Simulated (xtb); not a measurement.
# Run report: WSF4 (charge −1), energy and gradient calculation

The run: energy and gradient calculation of WSF4, charge −1, multiplicity 2, SMILES [F][W-]([F])([F])([F])=[S]. Method and program: GFN1-xTB (xtb 6.7.1).

The geometry comes from this level: GFN2-xTB.

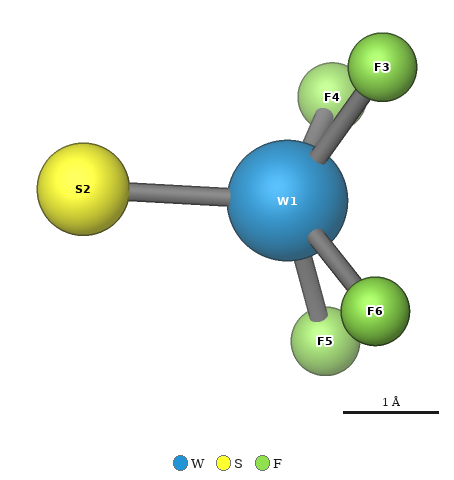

Fig. 1: The structure as given in the input (ball-and-stick view, seen at an oblique angle; atoms are numbered from 1 in the order of the input). Sticks mark near contacts.

### Input file (geom.xyz)
```
6
[WSF4]-
W      0.00026000    -0.00060000     0.11112000
S      0.00456000    -0.00718000     2.30460000
F      1.83169000     0.01313000    -0.60982000
F     -0.01329000     1.83695000    -0.59547000
F     -1.83402000    -0.00980000    -0.59976000
F      0.01080000    -1.83250000    -0.61067000
```

### File .CHRG
```
-1
```

### File .UHF
```
1
```

Run on 1 thread of Arm Neoverse N1, 98 GiB of memory available, shared host.

Launch command:
```bash
xtb --gfn1 --json --grad -- geom.xyz | tee run.log
```

### Output
```
* xtb version 6.7.1
   ID    Z sym.   atoms
    1   74 W      1
    2   16 S      2
    3    9 F      3-6

           -------------------------------------------------
          |                Calculation Setup                |
           -------------------------------------------------

          program call               : xtb --gfn1 --json --grad -- geom.xyz
          coordinate file            : geom.xyz
          omp threads                :                     1

########################################################################
[WARNING] Please study the warnings concerning your input carefully
-1- prog_main_parseArguments: The use of '--gfn1' is discouraged, please use '--gfn 1' next time
########################################################################

           -------------------------------------------------
          |                 G F N 1 - x T B                 |
           -------------------------------------------------

      * Hamiltonian:
        H0-scaling (s, p, d)           1.850000    2.250000    2.000000
        zeta-weighting                 0.000000
      * Dispersion:
        s8                             2.400000
        a1                             0.630000
        a2                             5.000000
        s9                             0.000000
      * Repulsion:
        kExp                           1.500000
        rExp                           1.000000
      * Coulomb:
        alpha                          2.000000
        third order                    atomic
        anisotropic                    false
      * Halogen bond correction:
        rad-scale                      1.300000
        damping                        0.440000

          ...................................................
          :                      SETUP                      :
          :.................................................:
          :  # basis functions                  36          :
          :  # atomic orbitals                  34          :
          :  # shells                           14          :
          :  # electrons                        41          :
          :  # halogen bonds                     0          :
          :  max. iterations                   250          :
          :  Hamiltonian                  GFN1-xTB          :
          :  restarted?                      false          :
          :  GBSA solvation                  false          :
          :  PC potential                    false          :
          :  electronic temp.          300.0000000     K    :
          :  accuracy                    1.0000000          :
          :  -> integral cutoff          0.2500000E+02      :
          :  -> integral neglect         0.1000000E-07      :
          :  -> SCF convergence          0.1000000E-05 Eh   :
          :  -> wf. convergence          0.2000000E-04 e    :
          :  Broyden damping             0.4000000          :
          :  net charge                         -1          :
          :  unpaired electrons                  1          :
          ...................................................

 iter      E             dE          RMSdq      gap      omega  full diag
   1    -27.0410113 -0.270410E+02  0.799E+00    1.51       0.0  T
   2    -27.0511756 -0.101643E-01  0.467E+00    1.44       1.0  T
   3    -27.0499697  0.120591E-02  0.129E+00    1.53       1.0  T
   4    -27.0523385 -0.236881E-02  0.432E-01    1.46       1.0  T
   5    -27.0524419 -0.103417E-03  0.171E-02    1.47       2.4  T
   6    -27.0524432 -0.124314E-05  0.560E-03    1.47       7.3  T
   7    -27.0524432 -0.139906E-07  0.279E-04    1.47     146.3  T
   8    -27.0524432 -0.351129E-09  0.243E-06    1.47   16811.3  T
   9    -27.0524432 -0.817124E-13  0.942E-07    1.47   43324.4  T

   *** convergence criteria satisfied after 9 iterations ***

         #    Occupation            Energy/Eh            Energy/eV
      -------------------------------------------------------------
         1        2.0000           -0.6489749             -17.6595
       ...           ...                  ...                  ...
        15        2.0000           -0.3069241              -8.3518
        16        2.0000           -0.3054835              -8.3126
        17        2.0000           -0.3019483              -8.2164
        18        2.0000           -0.2570696              -6.9952
        19        2.0000           -0.2433117              -6.6208
        20        2.0000           -0.2432961              -6.6204
        21        1.0000           -0.1289538              -3.5090 (HOMO)
        22                         -0.0749427              -2.0393 (LUMO)
        23                         -0.0746157              -2.0304
        24                         -0.0456056              -1.2410
        25                          0.0374069               1.0179
        26                          0.1830932               4.9822
       ...                                ...                  ...
        34                          0.7484260              20.3657
      -------------------------------------------------------------
                  HL-Gap            0.0540111 Eh            1.4697 eV
             Fermi-level           -0.1441607 Eh           -3.9228 eV

 SCC (total)                   0 d,  0 h,  0 min,  0.009 sec
 SCC setup                      ...        0 min,  0.000 sec (  0.904%)
 Dispersion                     ...        0 min,  0.000 sec (  0.342%)
 classical contributions        ...        0 min,  0.000 sec (  0.066%)
 integral evaluation            ...        0 min,  0.002 sec ( 23.958%)
 iterations                     ...        0 min,  0.003 sec ( 34.748%)
 molecular gradient             ...        0 min,  0.003 sec ( 38.222%)
 printout                       ...        0 min,  0.000 sec (  1.597%)

         :::::::::::::::::::::::::::::::::::::::::::::::::::::
         ::                     SUMMARY                     ::
         :::::::::::::::::::::::::::::::::::::::::::::::::::::
         :: total energy             -27.020799216608 Eh    ::
         :: gradient norm              0.038152881982 Eh/a0 ::
         :: HOMO-LUMO gap              1.469716380907 eV    ::
         ::.................................................::
         :: SCC energy               -27.052443172881 Eh    ::
         :: -> electrostatic           0.289357332348 Eh    ::
         :: repulsion energy           0.033578474190 Eh    ::
         :: dispersion energy         -0.001934517916 Eh    ::
         :: halogen bond corr.         0.000000000000 Eh    ::
         :: add. restraining           0.000000000000 Eh    ::
         :: total charge              -1.000000000000 e     ::
         :::::::::::::::::::::::::::::::::::::::::::::::::::::

           -------------------------------------------------
          |                Property Printout                |
           -------------------------------------------------

    * Orbital Energies and Occupations

         #    Occupation            Energy/Eh            Energy/eV
      -------------------------------------------------------------
         1        2.0000           -0.6489749             -17.6595
       ...           ...                  ...                  ...
         9        2.0000           -0.3268004              -8.8927
        10        2.0000           -0.3265121              -8.8848
        11        2.0000           -0.3261960              -8.8762
        12        2.0000           -0.3136524              -8.5349
        13        2.0000           -0.3136198              -8.5340
        14        2.0000           -0.3069901              -8.3536
        15        2.0000           -0.3069241              -8.3518
        16        2.0000           -0.3054835              -8.3126
        17        2.0000           -0.3019483              -8.2164
        18        2.0000           -0.2570696              -6.9952
        19        2.0000           -0.2433117              -6.6208
        20        2.0000           -0.2432961              -6.6204
        21        1.0000           -0.1289538              -3.5090 (HOMO)
        22                         -0.0749427              -2.0393 (LUMO)
        23                         -0.0746157              -2.0304
        24                         -0.0456056              -1.2410
        25                          0.0374069               1.0179
        26                          0.1830932               4.9822
        27                          0.1854481               5.0463
        28                          0.2019838               5.4963
        29                          0.2160610               5.8793
        30                          0.2161433               5.8816
        31                          0.3988234              10.8525
        32                          0.3991052              10.8602
       ...                                ...                  ...
        34                          0.7484260              20.3657
      -------------------------------------------------------------
                  HL-Gap            0.0540111 Eh            1.4697 eV
             Fermi-level           -0.1441607 Eh           -3.9228 eV

  Mulliken/CM5 charges         n(s)   n(p)   n(d)
     1      1.55253  2.03417   0.356  0.863  3.229
     2     -0.52266 -0.65551   1.865  4.668 -0.011
     3     -0.50743 -0.59464   1.827  5.680  0.000
     4     -0.50760 -0.59470   1.827  5.680  0.000
     5     -0.50714 -0.59457   1.827  5.680  0.000
     6     -0.50770 -0.59475   1.827  5.680  0.000

Wiberg/Mayer (AO) data.
largest (>0.10) Wiberg bond orders for each atom

 ---------------------------------------------------------------------------
     #   Z sym  total        # sym  WBO       # sym  WBO       # sym  WBO
 ---------------------------------------------------------------------------
     1  74      5.320 --     2      2.127     5      0.799     3      0.798
                             4      0.798     6      0.798
     2  16      2.307 --     1      2.127
     3   9      0.893 --     1      0.798
     4   9      0.893 --     1      0.798
     5   9      0.894 --     1      0.799
     6   9      0.893 --     1      0.798
 ---------------------------------------------------------------------------

Topologies differ in total number of bonds
Writing topology from bond orders to xtbtopo.mol

 dipole moment from electron density (au)
     X       Y       Z
  -0.0012  -0.0003  -0.1700  total (Debye):    0.432

           -------------------------------------------------
          | TOTAL ENERGY              -27.020799216608 Eh   |
          | GRADIENT NORM               0.038152881982 Eh/α |
          | HOMO-LUMO GAP               1.469716380907 eV   |
           -------------------------------------------------

------------------------------------------------------------------------
------------------------------------------------------------------------
 total:
 *  cpu-time:     0 d,  0 h,  0 min,  0.016 sec
 * ratio c/w:     0.999 speedup
 SCF:
 *  cpu-time:     0 d,  0 h,  0 min,  0.009 sec
 * ratio c/w:     0.999 speedup
```

### Standard error
```
normal termination of xtb
```

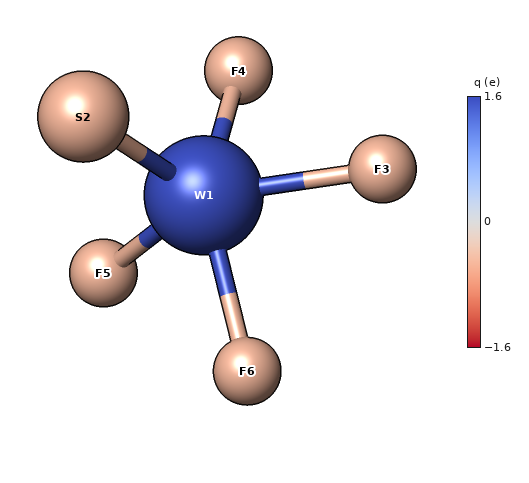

Fig. 2: Mulliken charges, as the colour of each atom (ball-and-stick view, seen at a tilt; atoms are numbered from 1 in the order of the input). By element: W +1.55, S −0.52 and F −0.51 e.

### Key numbers

```tsv
quantity	value
outcome	converged
electrons treated	41
total energy	−27.020799 hartree
dispersion energy	−0.001935 hartree
basis functions	36
largest force	1.340 eV/Å
peak memory	0.073 GiB
```
